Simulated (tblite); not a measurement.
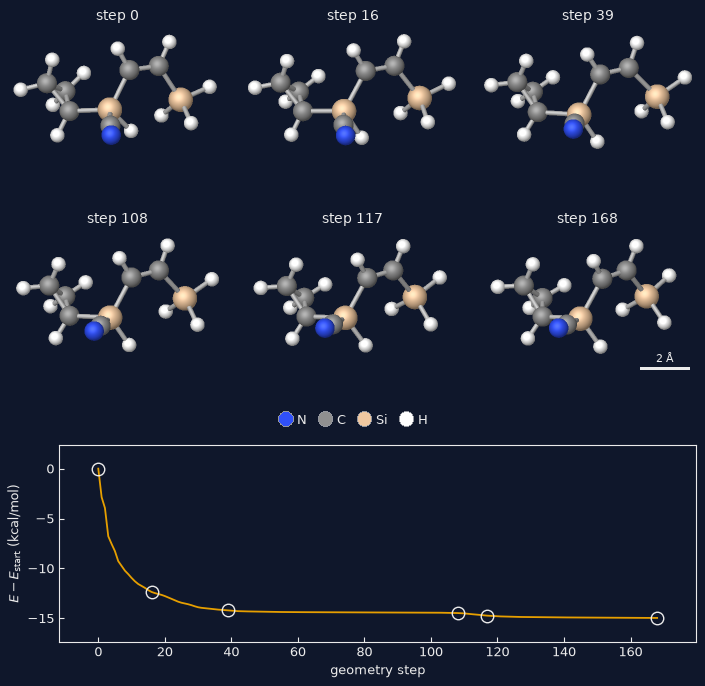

Frames of a relaxation of C$_{6}$H$_{11}$NSi$_{2}$, marked on the history of the run. Style: ball-and-stick. Shown from a free direction.

The calculation used GFN2-xTB geometry optimisation, gas phase (tblite 0.8.0). 

**Describe the path.**

The N atom moves most after the best rigid fit: 1.08 Å. By element the largest moves are N 1.08 Å, H 0.93 Å, C 0.68 Å, Si 0.58 Å. Among the contacts that change: Si–Si 3.251 → 3.591 Å, C–Si 1.825 → 1.883 Å, C–H 1.123 → 1.080 Å, C–C 1.521 → 1.491 Å. Among the angles between lasting bonds that change: C–Si–H 105.5° → 114.7°, H–C–H 120.3° → 113.6°, C–C–H 112.1° → 118.7°. Groups turn about C–Si by about 35°. After 168 geometry steps the energy has fallen by 15.0 kcal/mol. From step 0 to 16: an H atom moves most (0.40 Å), energy −12.4 kcal/mol. From step 16 to 39: the N atom moves most (0.41 Å), energy −1.86 kcal/mol. From step 39 to 108: the N atom moves most (0.39 Å), energy −0.26 kcal/mol. From step 108 to 117: H atoms move most (0.39 Å), energy −0.26 kcal/mol. From step 117 to 168: an H atom moves most (0.28 Å), energy −0.23 kcal/mol.

| step | E − E(0), kcal/mol |
| --- | --- |
| 0 | 0.00 |
| 1 | -2.85 |
| 2 | -3.95 |
| 3 | -6.78 |
| 4 | -7.55 |
| 5 | -8.27 |
| 6 | -9.27 |
| 7 | -9.75 |
| 8 | -10.23 |
| 9 | -10.57 |
| 10 | -10.95 |
| 18 | -12.56 |
| 27 | -13.59 |
| 35 | -14.10 |
| 43 | -14.30 |
| 52 | -14.36 |
| 60 | -14.38 |
| 68 | -14.39 |
| 77 | -14.40 |
| 85 | -14.41 |
| 93 | -14.42 |
| 101 | -14.43 |
| 110 | -14.51 |
| 118 | -14.76 |
| 126 | -14.86 |
| 135 | -14.90 |
| 143 | -14.92 |
| 151 | -14.94 |
| 160 | -14.96 |
| 168 | -14.97 |
